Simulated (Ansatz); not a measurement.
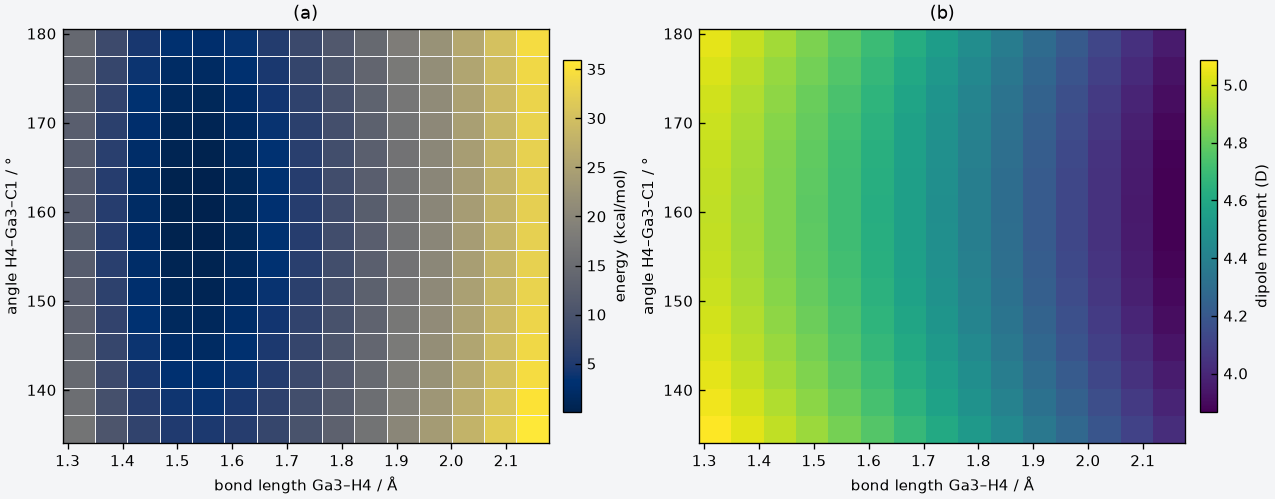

C2HGa, SMILES [C]1#[C][GaH]1. First axis: bond length Ga3–H4. Second axis: angle H4–Ga3–C1. Nothing is relaxed (all other coordinates rigid). Grid: 15 × 15 points. Points are written as (first, second). Energies are in kcal/mol, from the relaxed molecule at the same level. Level of theory: Ansatz 0.2.0, RKS PBE0-D4/def2-TZVP.

Panel (a) is the energy and panel (b) the computed dipole moment on the same grid.

In the figure: one coloured cell a grid point.

Q: How does the dipole moment vary over the map, and what is it at the lowest grid point?

A: Leaving out the highest fifth of the energies, it runs from 4.12 D at (1.971 Å, 160.4°) to 5.09 D at (1.320 Å, 135.6°). At the lowest grid point, (1.556 Å, 160.4°), it is 4.71 D.
